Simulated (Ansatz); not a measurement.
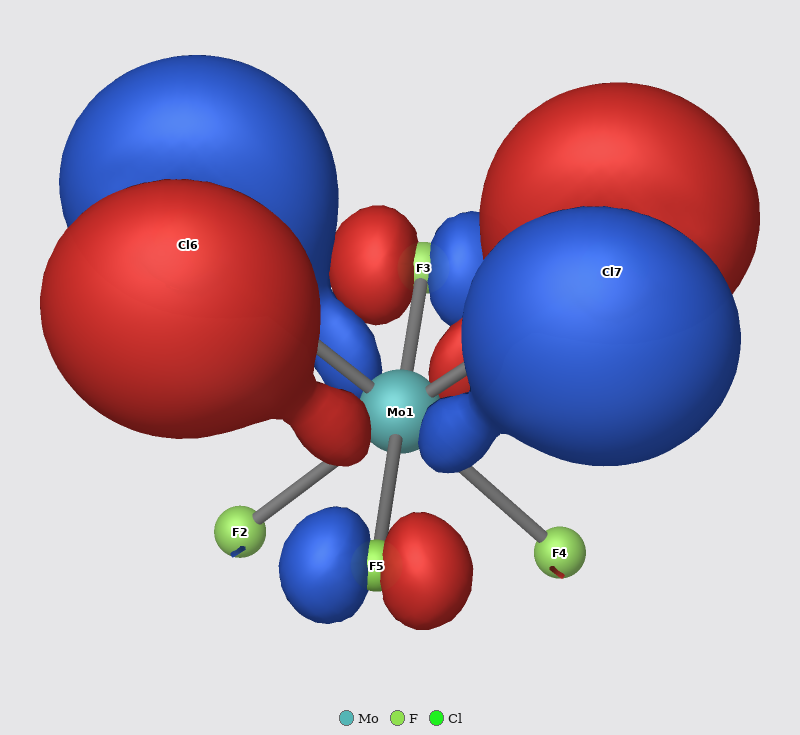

Figure 1: Cl$_{2}$F$_{4}$Mo. The HOMO−1 at ±0.1 Å⁻³ᐟ² (red and blue are the two phases), seen at an oblique angle.

Core potentials replace the inner electrons of Mo.

Theory: Ansatz, RHF/def2-SVP.

The calculation's input:

```
crystal:
  periodic: [false, false, false]
  atoms:
    - { symbol: Mo, position_ang: [0.0, 0.0, 0.0] }
    - { symbol: F, position_ang: [0.0, 0.0, 1.77] }
    - { symbol: F, position_ang: [1.77, 0.0, 0.0] }
    - { symbol: F, position_ang: [0.0, 1.77, 0.0] }
    - { symbol: F, position_ang: [-1.77, 0.0, 0.0] }
    - { symbol: Cl, position_ang: [0.0, -2.31, 0.0] }
    - { symbol: Cl, position_ang: [0.0, 0.0, -2.31] }
basis:
  gaussian: { orbitals: def2-SVP }
hamiltonian:
  xc: hf
relax:
  f_tol: 0.02
  max_steps: 40
output:
  orbitals: {}
```

Command:

```sh
ansatz run input.yaml --threads 4 --pin off --max-ram 5120MiB --backend cpu --events-out ev --progress --plain --runs-dir out
```

The fields are those of the run's last geometry, not of the input's.

Where does this orbital lie, and at what energy?

By Hirshfeld shares it lies mainly on Cl6 (about 45 %) and Cl7 (about 45 %); largely a combination of lone pairs on Cl6 and Cl7. Its energy is −14.07 eV.
